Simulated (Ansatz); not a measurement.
# GaSb wire along [110], 16 atoms a period, H-terminated: bands by functional, part 2 of 2

Wanted: the relaxed geometry and the bands of the GaSb wire along [110], 16 atoms a period, H-terminated.

Ansatz 0.2.0; DFT PBE, plane waves, PAW; relaxation of a wire's period; PAW set soft_1 (the session's first sound run).

So far. Step 2 (Relaxing the period): The cell's length comes to 4.444 Å with spin left out.

## 3. Bands of the perfect wire

This step: DFT PBE, plane waves, PAW; bands of a perfect wire; PAW set soft_1 (Ansatz 0.2.0).

At the relaxed period the bands are computed along the axis; those that cross an energy going forward count the channels that a perfect wire would open there.

The input, input.yaml:

```yaml
crystal:
  lattice:
    - [19.59, 0.0, 0.0]
    - [0.0, 18.44, 0.0]
    - [0.0, 0.0, 4.4442734547]
  atoms:
    - { symbol: Sb, position: [0.38479335, 0.620006511, 0.0] }
    - { symbol: H, position: [0.415748535, 0.812238387, 0.0] }
    - { symbol: Ga, position: [0.45982633, 0.741294757, 0.0] }
    - { symbol: Ga, position: [0.46235169, 0.5, 0.0] }
    - { symbol: Sb, position: [0.698317015, 0.608853716, 0.0] }
    - { symbol: H, position: [0.742808317, 0.689183723, 0.0] }
    - { symbol: Ga, position: [0.792470937, 0.5, 0.0] }
    - { symbol: H, position: [0.181177131, 0.5, 0.215851875] }
    - { symbol: H, position: [0.827972336, 0.5, 0.312069685] }
    - { symbol: Sb, position: [0.240193969, 0.5, 0.5] }
    - { symbol: H, position: [0.256472843, 0.306539607, 0.5] }
    - { symbol: H, position: [0.256472843, 0.693460393, 0.5] }
    - { symbol: Ga, position: [0.307519602, 0.371962033, 0.5] }
    - { symbol: Ga, position: [0.307519602, 0.628037967, 0.5] }
    - { symbol: Sb, position: [0.536754928, 0.268809001, 0.5] }
    - { symbol: Sb, position: [0.536754928, 0.731190999, 0.5] }
    - { symbol: Sb, position: [0.54106654, 0.5, 0.5] }
    - { symbol: H, position: [0.58926761, 0.194248995, 0.5] }
    - { symbol: H, position: [0.58926761, 0.805751005, 0.5] }
    - { symbol: Ga, position: [0.621409222, 0.382006914, 0.5] }
    - { symbol: Ga, position: [0.621409222, 0.617993086, 0.5] }
    - { symbol: H, position: [0.827972336, 0.5, 0.687930315] }
    - { symbol: H, position: [0.181177131, 0.5, 0.784148125] }
    - { symbol: Sb, position: [0.38479335, 0.379993489, 0.0] }
    - { symbol: H, position: [0.415748535, 0.187761613, 0.0] }
    - { symbol: Ga, position: [0.45982633, 0.258705243, 0.0] }
    - { symbol: Sb, position: [0.698317015, 0.391146284, 0.0] }
    - { symbol: H, position: [0.742808317, 0.310816277, 0.0] }
kpoints:
  mp_grid: { grid: [1, 1, 19] }
  band_path: { path: ["Γ", Z], npoints: 90 }
scf:
  occupations: { method: fermi_dirac, width: 0.05 }
hamiltonian:
  xc: pbe
  pseudopotentials: { kind: paw, azcp: { folder: soft_1 } }
output:
  dos: { e_range: [-5, 4] }
  write_potential: true
  write_density: true
  volumetric_format: npy
```

Started as:

```sh
> ansatz run input.yaml --threads 8 --pin off --max-ram 16384MiB --backend cpu --events-out ev --progress --plain --runs-dir out
```

Numbers of over 12 decimals in the logs are rounded to 6 here.

The log of the run:

```text
[...]
Crystal: 28 atoms, lattice volume = 1605.448 Å³
Basis set: ecut = 420 eV, 31443 PW (Γ)
Bands: 146, of which v1, the nominal top of the filled ones, is band 118 counted from 1 (117 counted from 0)
Symmetry: 4 space group operations
[...]
k-points: 10 of 19
[...]
SCF iter   1: F=—  HF=-82332.341407 eV  |F-HF|=—  |Δ(HF+E_count)|=         —  Δρ=2.88e-2  dr2=1.29e1  ethr=3.10e-3  ⟨swp⟩=7.0  Hψ=6399  notcnv=0  defer=26
[...]
SCF iter  12: F=-82328.826095 eV  HF=-82328.826095 eV  |F-HF|=1.71e-8  |Δ(HF+E_count)|=   1.77e-7  Δρ=8.36e-7  dr2=1.40e-8  ethr=4.24e-11  ⟨swp⟩=13.9  Hψ=6701  notcnv=0
SCF 1 converged in 12 iterations: F = -82328.826095 eV  dr2 = 1.40e-8
[...]
NSCF: frozen V_eff on 91 k-points
WARN: The output density's exchange-correlation potential varies sharply where the density is thin. Do not read a vacuum level from v_tot or v_xc, or from such a field of the output density. On a cell that repeats whose density bears no net charge and no dipole along the vacuum's axis use v_es (v_loc + v_h of the components); under efield.dipole_correction with no amplitude use v_es + v_field, which holds any externa [...]
SCF converged after 12 iterations
Free energy (F): -82328.826095 eV
[...]
Internal energy: -82328.826095 eV  (E = F + TS)
E sigma→0 (E₀):  -82328.826095 eV
Entropy (-TS):   -0.000000 eV (-0.000 meV/atom)
Fermi energy:    -0.634831 eV
[...]
--- Band table (eV; the first three rows and the last of 10) ---
  k-point 0: bands = [... 114 lower, -1.9933, -1.9765, -1.6472, -1.3452, 0.1060, 0.1252, 0.2000, 0.4079, ... 24 higher]
  k-point 1: bands = [... 114 lower, -2.0156, -1.8514, -1.7810, -1.5166, 0.2668, 0.3133, 0.3533, 0.5581, ... 24 higher]
  k-point 2: bands = [... 114 lower, -2.0426, -1.9956, -1.9521, -1.7172, 0.6343, 0.6865, 0.6981, 0.8979, ... 24 higher]
  k-point 9: bands = [... 114 lower, -2.7021, -2.5770, -2.4337, -2.3904, 0.6521, 0.7560, 0.7952, 0.9965, ... 24 higher]
```

The job ended after 9.5 min (8 threads of Arm Neoverse N1, shared host; peak memory 12 GiB; 75 min of CPU time).

Numbers from this step:

* band gap: 1.451 eV

The electronic bands at the labelled points (eV, zero at the Fermi level; v1 is the highest filled band, c1 the lowest empty one):

| point | v4 | v3 | v2 | v1 | c1 | c2 | c3 | c4 |
| --- | --- | --- | --- | --- | --- | --- | --- | --- |
| Γ | -1.36 | -1.34 | -1.01 | -0.71 | 0.74 | 0.76 | 0.83 | 1.04 |
| Z | -2.07 | -1.93 | -1.81 | -1.76 | 1.29 | 1.37 | 1.43 | 1.63 |

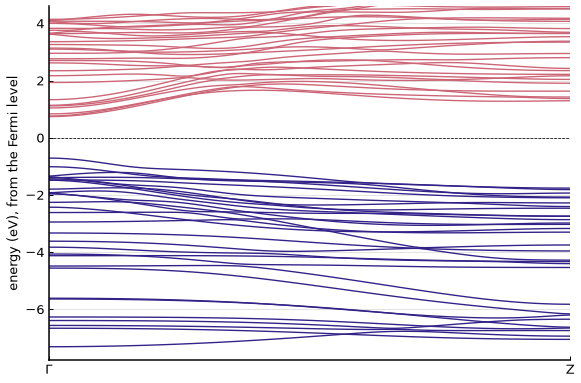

Electronic bands along the path; lines of filled and empty bands in two colours.

The gap is 1.45 eV, with spin left out.

On this path the gap is direct, 1.45 eV, with the valence top at Γ and the conduction bottom at Γ.

## 4. Levels at the same atoms, cutoff 500 eV, k-mesh 1×1×14

This step: DFT r2SCAN, plane waves, PAW; bands of a perfect wire at the PBE geometry; PAW set soft_1 (Ansatz 0.2.0).

The atoms stay at the PBE geometry and the functional changes. r2SCAN also reads the kinetic-energy density; it often gives larger moments and wider gaps than PBE, at a higher cost. Against the first PBE run of this kind, the cutoff is 500 eV against 420 and the mesh along the wire has 14 points against 19.

Edit input.yaml of step 3 so:

```diff
@@ -35,3 +35,3 @@
 kpoints:
-  mp_grid: { grid: [1, 1, 19] }
+  mp_grid: { grid: [1, 1, 14] }
   band_path: { path: ["Γ", Z], npoints: 90 }
@@ -40,8 +40,3 @@
 hamiltonian:
-  xc: pbe
+  xc: r2scan
   pseudopotentials: { kind: paw, azcp: { folder: soft_1 } }
-output:
-  dos: { e_range: [-5, 4] }
-  write_potential: true
-  write_density: true
-  volumetric_format: npy
```

The log of the run:

```text
[...]
Crystal: 28 atoms, lattice volume = 1605.448 Å³
Basis set: ecut = 500 eV, 40717 PW (Γ), exchange–correlation on 576×540×144 points (64 copies of the dense FFT grid, shifted against one another)
Bands: 146, of which v1, the nominal top of the filled ones, is band 118 counted from 1 (117 counted from 0)
Symmetry: 4 space group operations
[...]
k-points: 8 of 14
[...]
SCF iter   1: F=—  HF=-82507.102077 eV  |F-HF|=—  |Δ(HF+E_count)|=         —  Δρ=2.87e-2  dr2=1.19e1  dr2_τ=9.94e-2  ethr=3.10e-3  ⟨swp⟩=7.1  Hψ=4796  notcnv=0  defer=24
[...]
SCF iter  12: F=-82505.316442 eV  HF=-82505.316442 eV  |F-HF|=1.73e-9  |Δ(HF+E_count)|=   5.91e-8  Δρ=7.11e-7  dr2=1.66e-8  dr2_τ=1.86e-10  ethr=4.24e-11  ⟨swp⟩=14.9  Hψ=5514  notcnv=0
SCF 1 converged in 12 iterations: F = -82505.316442 eV  dr2 = 1.66e-8
[...]
SCF converged after 12 iterations
Free energy (F): -82505.316442 eV
[...]
Internal energy: -82505.316442 eV  (E = F + TS)
E sigma→0 (E₀):  -82505.316442 eV
Fermi energy:    -0.677465 eV
[...]
--- Band table (eV; the first three rows and the last of 8) ---
  k-point 0: bands = [... 114 lower, -2.2014, -2.1857, -1.8505, -1.5338, 0.2080, 0.2275, 0.3141, 0.5208, ... 24 higher]
  k-point 1: bands = [... 114 lower, -2.2350, -2.0730, -2.0479, -1.8013, 0.4920, 0.5168, 0.6005, 0.7906, ... 24 higher]
  k-point 2: bands = [... 114 lower, -2.3066, -2.2993, -2.2722, -1.9724, 1.0412, 1.0515, 1.0772, 1.2962, ... 24 higher]
  k-point 7: bands = [... 114 lower, -2.9604, -2.8151, -2.6852, -2.6321, 0.7348, 0.8683, 0.8975, 1.0906, ... 24 higher]
```

Wall time 14 min (8 threads); peak memory 14 GiB.

Numbers from this step:

```yaml
band_gap: 1.742 eV
```

Electronic bands along the path, in eV, zero at the Fermi level; v1 is the highest filled band, c1 the lowest empty one:

| point | v4 | v3 | v2 | v1 | c1 | c2 | c3 | c4 |
| --- | --- | --- | --- | --- | --- | --- | --- | --- |
| Γ | -1.52 | -1.51 | -1.17 | -0.86 | 0.89 | 0.91 | 0.99 | 1.20 |
| Z | -2.28 | -2.14 | -2.01 | -1.95 | 1.41 | 1.55 | 1.57 | 1.77 |

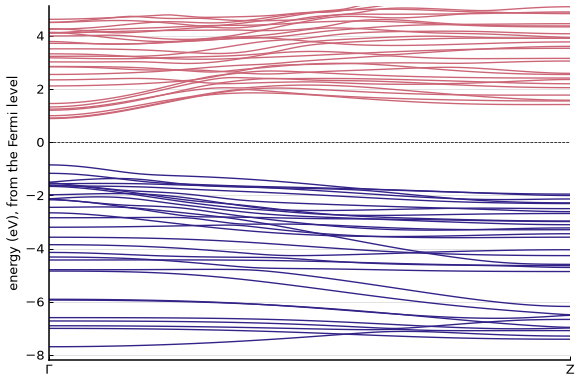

Electronic bands along the path; lines of filled and empty bands in two colours.

The gap is 1.74 eV, against 1.45 eV under PBE at the relaxed period.

## 5. Another level of theory, level HSE06, cutoff 420 eV

This step: DFT HSE06, plane waves, PAW; levels of a perfect wire at the PBE geometry; PAW set soft_1 (Ansatz 0.2.0).

The atoms stay at the PBE geometry and the functional changes. HSE06 mixes in a quarter of short-range exact exchange, which removes part of the self-interaction that closes gaps; it is dear, so the mesh is thinner and no path is run. Against the first PBE run of this kind, the mesh along the wire has 7 points against 19.

Edit input.yaml of step 4 so:

```diff
@@ -35,4 +35,3 @@
 kpoints:
-  mp_grid: { grid: [1, 1, 14] }
-  band_path: { path: ["Γ", Z], npoints: 90 }
+  mp_grid: { grid: [1, 1, 7] }
 scf:
@@ -40,3 +39,3 @@
 hamiltonian:
-  xc: r2scan
+  xc: hse06
   pseudopotentials: { kind: paw, azcp: { folder: soft_1 } }
```

The log of the run:

```text
[...]
Crystal: 28 atoms, lattice volume = 1605.448 Å³
Basis set: ecut = 420 eV, 31443 PW (Γ)
Bands: 146, of which v1, the nominal top of the filled ones, is band 118 counted from 1 (117 counted from 0)
Symmetry: 4 space group operations
[...]
k-points: 4 of 7
[...]
E sigma→0 (E₀):  -82367.657375 eV
Fermi energy:    -0.686764 eV
[...]
--- Band table (eV) ---
  k-point 0: bands = [... 114 lower, -2.4697, -2.4093, -2.0480, -1.7351, 0.3912]
  k-point 1: bands = [... 114 lower, -2.5415, -2.5177, -2.4927, -2.2011, 1.2496]
  k-point 2: bands = [... 114 lower, -2.8022, -2.7000, -2.6618, -2.6172, 1.2088]
  k-point 3: bands = [... 114 lower, -3.1391, -3.0740, -2.8533, -2.8516, 0.9403]
  guard bands above this table: 27 of the run's 146 bands. The solve was not asked for them (output.publish_guard_bands: true or output.eigenvalues: true publishes all)
[key lines of the parts left out:]
Free energy (F): -82367.657375 eV
```

Wall time 19 min (8 threads); peak memory 7.5 GiB; 2.5 h of CPU time.

This step gave:

- band gap: 2.126 eV

The gap is 2.13 eV, against 1.45 eV under PBE at the relaxed period.

## 6. Two-component spinors, k-mesh 1×1×12

This step: DFT PBE, plane waves, fully relativistic PAW; bands of a perfect wire with spin-orbit coupling; PAW set soft_1 (Ansatz 0.2.0).

Spin-orbit coupling mixes the spins and splits bands that cross or touch without it, so it can open or close channels. Fully relativistic datasets take the place of the scalar ones.

Edit input.yaml of step 5 so:

```diff
@@ -35,3 +35,4 @@
 kpoints:
-  mp_grid: { grid: [1, 1, 7] }
+  mp_grid: { grid: [1, 1, 12] }
+  band_path: { path: ["Γ", Z], npoints: 90 }
 scf:
@@ -39,3 +40,6 @@
 hamiltonian:
-  xc: hse06
-  pseudopotentials: { kind: paw, azcp: { folder: soft_1 } }
+  xc: pbe
+  pseudopotentials: { kind: paw_fr, azcp: { folder: soft_1 } }
+magnetization:
+  noncollinear: true
+  spin_orbit: true
```

The log of the run:

```text
Engine: ansatz 0.2.0, aarch64-unknown-linux-gnu
Pseudopotentials: kind: paw_fr
Pseudopotential: Sb, paw, valence charge 15, recommended cutoff 420 eV (normal), soft_1/Sb.paw.azcp
Pseudopotential: H, paw, valence charge 1, recommended cutoff 420 eV (normal), soft_1/H.paw.azcp
Pseudopotential: Ga, paw, valence charge 13, recommended cutoff 420 eV (normal), soft_1/Ga.paw.azcp
Functional definition: PBE
  parameter kappa = 0.804
  parameter beta = 0.066725
  exchange = pbe_x(kappa = kappa, mu = beta*pi^2/3)
  correlation = pbe_c(beta = beta)
non-collinear run that drives no moment, with spin-orbit: no starting moment large enough to seed its density (crystal.atoms[].spin), no starting occupations that ask for one, no magnetisation constraint and no magnetic field, so the semilocal B_xc is pinned to zero
Crystal: 28 atoms, lattice volume = 1605.448 Å³
Basis set: ecut = 420 eV, 31443 PW (Γ)
Bands: 292, of which v1, the nominal top of the filled ones, is band 236 counted from 1 (235 counted from 0)
Symmetry: 4 space group operations + 4 with time reversal
Magnetic group: BNS 25.58 (UNI 156), of the structure as read, at distance tolerance 1.2e-4 Å
k-points: 7 of 12
Projection manifold: j_resolved (fully-relativistic pseudo-atomic orbitals)
Non-local potential: Sb, projectors of the file, resolved by j, l = 0: 2, l = 1: 4, l = 2: 4, l = 3: 2
Non-local potential: H, projectors of the file, resolved by j, l = 0: 2, l = 1: 2
Non-local potential: Ga, projectors of the file, resolved by j, l = 0: 2, l = 1: 4, l = 2: 6, l = 3: 2
PAW form: soft (Blöchl's): semilocal exchange-correlation on the pseudo side does not see the compensation charge
PAW one-centre angular grid: Sb, 590 points (default); XC on 96 Gauss nodes
PAW one-centre angular grid: H, 110 points (default); XC on 64 Gauss nodes
PAW one-centre angular grid: Ga, 590 points (default); XC on 64 Gauss nodes
Initial density: superposition of atomic densities (neutral atoms: chi_scale 0, normalization atom)
Initial wavefunctions: pseudopotential atomic-orbital guess
Functional: x = pbe(κ = 0.804, μ = 0.219515), c = pbe(β = 0.066725)
SCF iter   1: F=—  HF=-82352.226495 eV  |F-HF|=—  |Δ(HF+E_count)|=         —  Δρ=2.88e-2  dr2=1.28e1  dr2_m=0.00e0 (ungated)  ethr=3.10e-3  |M|=0.00e0 ∫|m|=0.00e0 μB  |m|>n=0.0e0 m-floor=0.0e0 τ_xc=0.0e0  β_m=0.30  ⟨swp⟩=7.0  Hψ=10508  notcnv=0  defer=102
preconditioner: auto → Resta (q_TF=auto, 1.982 Å⁻¹)  ε∞=1.8  [insulator: Δε(μ)=1.389 eV  Ē_g=13.175 eV  σ=0.050 eV  W_gap=1.00  n_scr=220 (ndim 8)  ℏωp=11.6 eV  f_vac=0.588  D(μ)=0.00/eV (n_scr^D=0)  ε∞_Penn≈1.8  vacuum switching on, ρ_ref=1.3e-2 e/Å³]
spin=Noncollinear: Resta preconditioning applied to the charge; magnetization (m_x, m_y, m_z) channels mix plain (no charge-response kernel on spin).
SCF iter   2: F=—  HF=-82349.961434 eV  |F-HF|=—  |Δ(HF+E_count)|=    2.27e0  Δρ=1.84e-2  dr2=4.92e0  dr2_m=0.00e0 (ungated)  ethr=3.10e-3  |M|=0.00e0 ∫|m|=0.00e0 μB  |m|>n=0.0e0 m-floor=0.0e0 τ_xc=0.0e0  β_m=0.51  ⟨swp⟩=2.7  Hψ=2690  notcnv=0  defer=324
SCF iter   3: F=—  HF=-82348.878166 eV  |F-HF|=—  |Δ(HF+E_count)|=    1.08e0  Δρ=4.82e-3  dr2=1.04e0  dr2_m=0.00e0 (ungated)  ethr=2.08e-3  |M|=0.00e0 ∫|m|=0.00e0 μB  |m|>n=0.0e0 m-floor=0.0e0 τ_xc=0.0e0  β_m=0.48  ⟨swp⟩=3.9  Hψ=2811  notcnv=0  defer=323
SCF iter   4: F=—  HF=-82348.725924 eV  |F-HF|=—  |Δ(HF+E_count)|=   1.52e-1  Δρ=1.63e-3  dr2=6.02e-2  dr2_m=0.00e0 (ungated)  ethr=4.39e-4  |M|=0.00e0 ∫|m|=0.00e0 μB  |m|>n=0.0e0 m-floor=0.0e0 τ_xc=0.0e0  β_m=0.53  ⟨swp⟩=4.4  Hψ=2903  notcnv=0  defer=316
SCF iter   5: F=—  HF=-82348.729455 eV  |F-HF|=—  |Δ(HF+E_count)|=   3.53e-3  Δρ=7.56e-4  dr2=7.71e-3  dr2_m=0.00e0 (ungated)  ethr=2.55e-5  |M|=0.00e0 ∫|m|=0.00e0 μB  |m|>n=0.0e0 m-floor=0.0e0 τ_xc=0.0e0  β_m=0.55  ⟨swp⟩=2.0  Hψ=2922  notcnv=0  defer=316
SCF iter   6: F=—  HF=-82348.731374 eV  |F-HF|=—  |Δ(HF+E_count)|=   1.92e-3  Δρ=2.60e-4  dr2=1.49e-3  dr2_m=0.00e0 (ungated)  ethr=3.27e-6  |M|=0.00e0 ∫|m|=0.00e0 μB  |m|>n=0.0e0 m-floor=0.0e0 τ_xc=0.0e0  β_m=0.58  ⟨swp⟩=2.0  Hψ=2820  notcnv=0  defer=316
SCF iter   7: F=—  HF=-82348.731932 eV  |F-HF|=—  |Δ(HF+E_count)|=   5.58e-4  Δρ=9.99e-5  dr2=4.53e-4  dr2_m=0.00e0 (ungated)  ethr=6.32e-7  |M|=0.00e0 ∫|m|=0.00e0 μB  |m|>n=0.0e0 m-floor=0.0e0 τ_xc=0.0e0  β_m=0.54  ⟨swp⟩=2.0  Hψ=2164  notcnv=0  defer=316
SCF iter   8: F=—  HF=-82348.731992 eV  |F-HF|=—  |Δ(HF+E_count)|=   5.98e-5  Δρ=3.34e-5  dr2=2.35e-5  dr2_m=0.00e0 (ungated)  ethr=1.92e-7  |M|=0.00e0 ∫|m|=0.00e0 μB  |m|>n=0.0e0 m-floor=0.0e0 τ_xc=0.0e0  β_m=0.56  ⟨swp⟩=2.0  Hψ=2068  notcnv=0  defer=316
SCF iter   9: F=—  HF=-82348.731891 eV  |F-HF|=—  |Δ(HF+E_count)|=   1.01e-4  Δρ=1.62e-5  dr2=7.16e-6  dr2_m=0.00e0 (ungated)  ethr=9.94e-9  |M|=0.00e0 ∫|m|=0.00e0 μB  |m|>n=0.0e0 m-floor=0.0e0 τ_xc=0.0e0  β_m=0.60  ⟨swp⟩=2.0  Hψ=3180  notcnv=0  defer=316
SCF iter  10: F=—  HF=-82348.731896 eV  |F-HF|=—  |Δ(HF+E_count)|=   5.24e-6  Δρ=8.62e-6  dr2=3.40e-6  dr2_m=0.00e0 (ungated)  ethr=3.03e-9  |M|=0.00e0 ∫|m|=0.00e0 μB  |m|>n=0.0e0 m-floor=0.0e0 τ_xc=0.0e0  β_m=0.56  ⟨swp⟩=2.3  Hψ=2738  notcnv=0  defer=316
SCF iter  11: F=—  HF=-82348.731897 eV  |F-HF|=—  |Δ(HF+E_count)|=   7.64e-7  Δρ=3.02e-6  dr2=1.89e-7  dr2_m=0.00e0 (ungated)  ethr=1.44e-9  |M|=0.00e0 ∫|m|=0.00e0 μB  |m|>n=0.0e0 m-floor=0.0e0 τ_xc=0.0e0  β_m=0.55  ⟨swp⟩=2.0  Hψ=2202  notcnv=0  defer=316
SCF iter  12: F=-82348.731897 eV  HF=-82348.731897 eV  |F-HF|=3.23e-9  |Δ(HF+E_count)|=   1.88e-7  Δρ=9.82e-7  dr2=3.60e-8  dr2_m=0.00e0 (ungated)  ethr=4.24e-11  |M|=0.00e0 ∫|m|=0.00e0 μB  |m|>n=0.0e0 m-floor=0.0e0 τ_xc=0.0e0  ⟨swp⟩=16.0  Hψ=11484  notcnv=0
SCF 1 converged in 12 iterations: F = -82348.731897 eV  dr2 = 3.60e-8
[...]
NSCF: frozen V_eff on 91 k-points
```

Run time: 1.8 h. Hardware: 8 threads; peak memory 14 GiB.

The run was cut off at the time limit after its SCF cycle had converged; no result of it is taken.

## 7. Results

```json
{
 "cell length, PBE": "4.444 Å",
 "gap, PBE": "1.45 eV",
 "gap, r2SCAN": "1.74 eV",
 "gap, HSE06": "2.13 eV"
}
```

Under PBE the cell's length is 4.44 Å, and a gap of 1.45 eV makes it a semiconductor. At the relaxed period the wire is gapped under every functional, from 1.45 eV (PBE) to 2.13 eV (HSE06). Weak screening in one dimension makes quasiparticle gaps larger than the semilocal gaps, as a rule. Plain hydrogen on a compound's surface is a simple closure: it may leave surface states, and facets that end in unlike atoms put a field across the wire, both of which shrink the gap. Spin-orbit coupling is left out, which matters for the bands of heavy atoms. A hybrid's gap is read on a coarse mesh, without a band path.

[Logs are printed without paths, hosts, clocks, repeated set-up lines and the standing remarks that a program may print on its own settings, such as how far it seeks lower states.]

[Hosts, paths, dates, database ids (printed as entryN), source tags and the programs' standing remarks are cut or masked in the printed files.]
